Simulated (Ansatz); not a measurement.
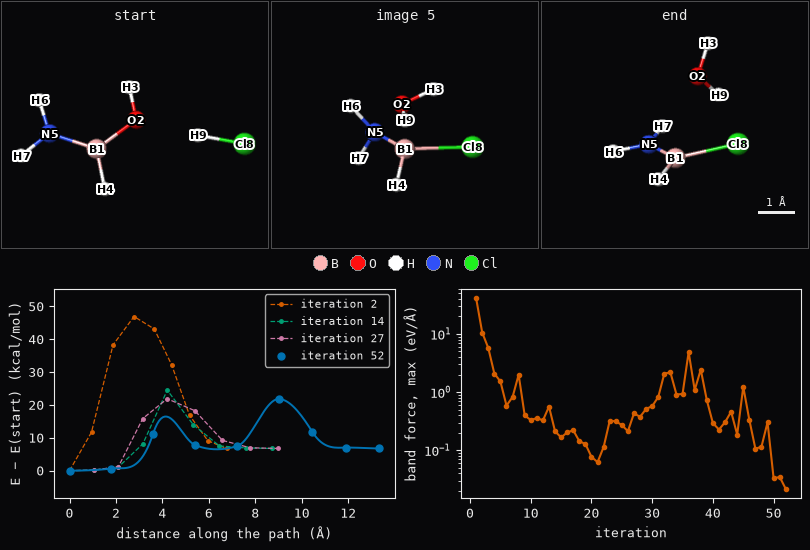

NEB run on BNH5OCl. Images are numbered from 0 (start) to 8 (end). The plot follows the band through its iterations. The picture is a ball-and-stick view, seen at a tilt.

All numbers below come from RKS PBE/def2-mTZVP in Ansatz 0.2.0. Settings: 7 movable images; climbing image; force threshold 0.03 eV/Å; iteration limit 60; starting path through a guess of the saddle point.

Q: Judge this run.

A: The run is converged, with reservations. The band converged in 52 iterations. The largest component of the band force went from 41 to 0.022 eV/Å. The climbing image converged on the top of the path. Its vibrational analysis gives one imaginary mode (355i cm⁻¹), as a transition state must have. The first iteration put the highest image at 205.9 kcal/mol. The energy climbs by 21.8 kcal/mol to image 5 and then falls by 15.1 kcal/mol, so the end point sits at +6.8 kcal/mol.

The run took 8.7 min on 2 threads of Arm Neoverse V1 (shared host), peak memory 0.13 GiB.
